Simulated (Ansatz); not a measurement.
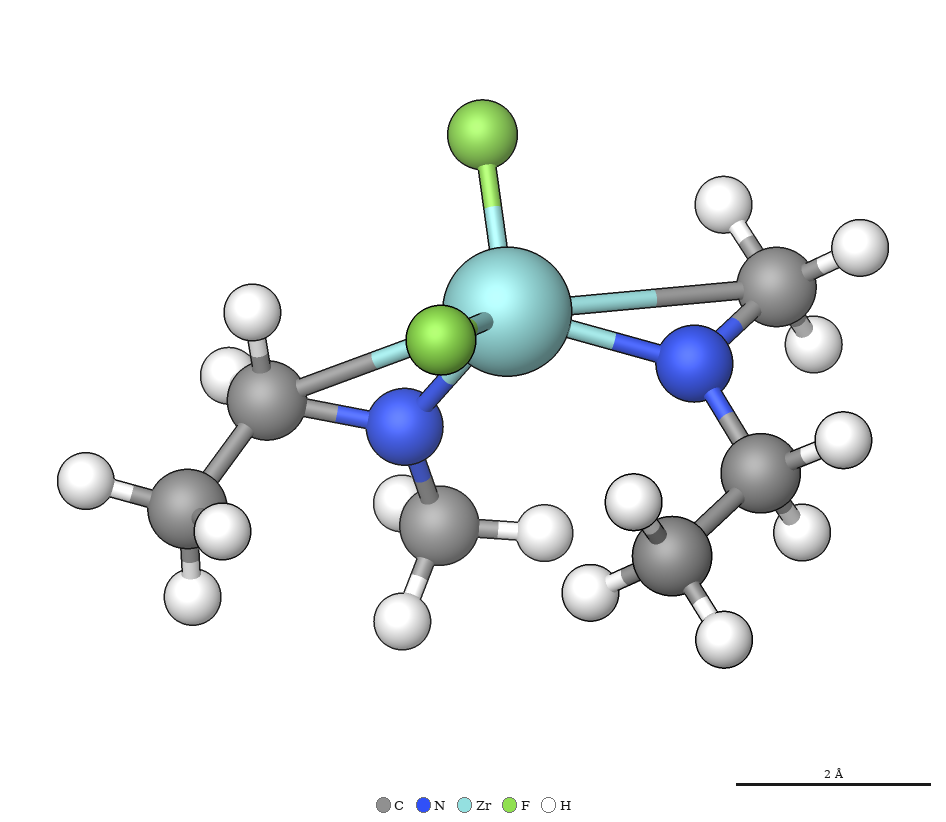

The structure as it stands in the input.

Ansatz 0.2.0 input:

```yaml
crystal:
  periodic: [false, false, false]
  atoms:
    - {symbol: C, position_ang: [0.699769, 1.702148, 2.960841]}
    - {symbol: C, position_ang: [-0.263966, 1.956464, 1.812234]}
    - {symbol: N, position_ang: [-0.513354, 0.803501, 0.966304]}
    - {symbol: C, position_ang: [-1.259638, -0.255040, 1.593883]}
    - {symbol: Zr, position_ang: [0.256998, 1.062498, -0.881626]}
    - {symbol: F, position_ang: [-0.639803, 2.561109, -1.701764]}
    - {symbol: F, position_ang: [2.147285, 1.405457, -0.659659]}
    - {symbol: N, position_ang: [-0.191215, -0.638778, -1.888138]}
    - {symbol: C, position_ang: [-1.326414, -0.663751, -2.784520]}
    - {symbol: C, position_ang: [0.500794, -1.904866, -1.825290]}
    - {symbol: C, position_ang: [1.649610, -1.884031, -0.836720]}
    - {symbol: H, position_ang: [0.308101, 0.952777, 3.651698]}
    - {symbol: H, position_ang: [0.868956, 2.619650, 3.529487]}
    - {symbol: H, position_ang: [1.661786, 1.350258, 2.581317]}
    - {symbol: H, position_ang: [0.146757, 2.771376, 1.192233]}
    - {symbol: H, position_ang: [-1.217141, 2.347892, 2.199527]}
    - {symbol: H, position_ang: [-0.715615, -0.722023, 2.425610]}
    - {symbol: H, position_ang: [-1.481803, -1.037269, 0.865686]}
    - {symbol: H, position_ang: [-2.215988, 0.112922, 1.993651]}
    - {symbol: H, position_ang: [-1.025044, -0.903636, -3.813599]}
    - {symbol: H, position_ang: [-2.067133, -1.413244, -2.472685]}
    - {symbol: H, position_ang: [-1.829725, 0.307965, -2.810322]}
    - {symbol: H, position_ang: [0.876570, -2.180433, -2.822986]}
    - {symbol: H, position_ang: [-0.212795, -2.694551, -1.541504]}
    - {symbol: H, position_ang: [1.298575, -1.642187, 0.172531]}
    - {symbol: H, position_ang: [2.412058, -1.152839, -1.118531]}
    - {symbol: H, position_ang: [2.132386, -2.861361, -0.787646]}
basis:
  gaussian: {orbitals: def2-mTZVPP, final_grid: {core_spheres: 8, valence_spheres: 7, degree: 23}}
hamiltonian: {xc: {name: wPBEh}}
output: {forces: true}
```

It was started with:

```sh
ansatz run in.yaml --threads 11 --pin off --events-out ev --progress --plain --max-ram 120832MiB --backend cuda --devices 0, --max-vram 75GiB
```

Output:

```
Functional definition: wPBEh
  name "wPBEh"
  cite "Heyd, Scuseria & Ernzerhof, J. Chem. Phys. 118, 8207 (2003) doi:10.1063/1.1564060"
  cite "Krukau, Vydrov, Izmaylov & Scuseria, J. Chem. Phys. 125, 224106 (2006) doi:10.1063/1.2404663"
  cite "Heyd & Scuseria, J. Chem. Phys. 120, 7274 (2004) doi:10.1063/1.1668634"
  cite "Ernzerhof & Perdew, J. Chem. Phys. 109, 3313 (1998) doi:10.1063/1.476928"
  cite "Perdew, Burke & Ernzerhof, Phys. Rev. Lett. 77, 3865 (1996) doi:10.1103/PhysRevLett.77.3865"
  parent pbe
  parameter a = 0.25
  parameter omega = 0.11/bohr
  exchange = wpbe_x - a*pbe_x_sr(omega) + a*exact_x_sr(omega)
  correlation = pbe_c
3063 factors; integrals over basis functions are off by at most 1.1e-3 eV
191 factors; integrals over basis functions are off by at most 3.7e-7 eV
mean field evaluation 1: about -16145.8921 eV, gradient 1.1e2 eV
mean field evaluation 2: about -16026.0840 eV, gradient 2.6e2 eV
mean field evaluation 4: about -16172.3702 eV, gradient 1.7e1 eV
mean field evaluation 8: about -16172.9430 eV, gradient 5.5e-1 eV
mean field evaluation 16: about -16173.4858 eV, gradient 1.4e-3 eV
mean field -16173.48576950 eV, -594.3646392468 hartree, gradient 5.1e-5 eV, S^2 0.000000; 0 other end points of the search recorded, 0 dependent functions left out
the calculation of the forces begins
reference -16173.48585262 eV, -594.3646423014 hartree; 48, 48 occupied and 275, 275 virtual orbitals, 3063 factors
Total energy: -16173.48585262 eV, -594.3646423014 hartree
Atom 0 at     0.699769     1.702148     2.960841 Å, force     0.016675    -0.001215     0.021410 eV/Å
Atom 1 at    -0.263966     1.956464     1.812234 Å, force    -0.019012     0.061006     0.029681 eV/Å
Atom 2 at    -0.513354     0.803501     0.966304 Å, force    -0.083604     0.006775     0.196868 eV/Å
Atom 3 at    -1.259638    -0.255040     1.593883 Å, force    -0.035852    -0.040198     0.041064 eV/Å
Atom 4 at     0.256998     1.062498    -0.881626 Å, force    -0.044109    -0.162640    -0.042533 eV/Å
Atom 5 at    -0.639803     2.561109    -1.701764 Å, force    -0.216220     0.346581    -0.181746 eV/Å
Atom 6 at     2.147285     1.405457    -0.659659 Å, force     0.427571     0.074153     0.055433 eV/Å
Atom 7 at    -0.191215    -0.638778    -1.888138 Å, force    -0.044057    -0.164299    -0.085084 eV/Å
Atom 8 at    -1.326414    -0.663751    -2.784520 Å, force    -0.050155    -0.011797    -0.053257 eV/Å
Atom 9 at     0.500794    -1.904866    -1.825290 Å, force     0.005602    -0.063196    -0.044974 eV/Å
Atom 10 at     1.649610    -1.884031    -0.836720 Å, force     0.035393    -0.017295     0.024884 eV/Å
Atom 11 at     0.308101     0.952777     3.651698 Å, force    -0.000346    -0.010249     0.025353 eV/Å
Atom 12 at     0.868956     2.619650     3.529487 Å, force     0.004661     0.014334     0.014842 eV/Å
Atom 13 at     1.661786     1.350258     2.581317 Å, force     0.014945    -0.004830    -0.005994 eV/Å
Atom 14 at     0.146757     2.771376     1.192233 Å, force     0.002767    -0.003618     0.002391 eV/Å
Atom 15 at    -1.217141     2.347892     2.199527 Å, force    -0.010208     0.009986     0.011443 eV/Å
Atom 16 at    -0.715615    -0.722023     2.425610 Å, force     0.002370    -0.005839     0.013054 eV/Å
Atom 17 at    -1.481803    -1.037269     0.865686 Å, force    -0.000552    -0.010419    -0.011181 eV/Å
Atom 18 at    -2.215988     0.112922     1.993651 Å, force    -0.017054    -0.000370     0.002232 eV/Å
Atom 19 at    -1.025044    -0.903636    -3.813599 Å, force     0.001715    -0.001259    -0.012828 eV/Å
Atom 20 at    -2.067133    -1.413244    -2.472685 Å, force    -0.013045    -0.006054     0.000525 eV/Å
Atom 21 at    -1.829725     0.307965    -2.810322 Å, force    -0.009082     0.014561    -0.005069 eV/Å
Atom 22 at     0.876570    -2.180433    -2.822986 Å, force     0.008123    -0.001756    -0.007443 eV/Å
Atom 23 at    -0.212795    -2.694551    -1.541504 Å, force    -0.001489    -0.009389     0.008608 eV/Å
Atom 24 at     1.298575    -1.642187     0.172531 Å, force    -0.004293    -0.002615     0.010027 eV/Å
Atom 25 at     2.412058    -1.152839    -1.118531 Å, force     0.019455     0.011686    -0.007706 eV/Å
Atom 26 at     2.132386    -2.861361    -0.787646 Å, force     0.009800    -0.022046     0.000002 eV/Å
Dipole moment:    -0.255366    -0.587462     0.169460 e Å
```

The calculation finished and met its thresholds.
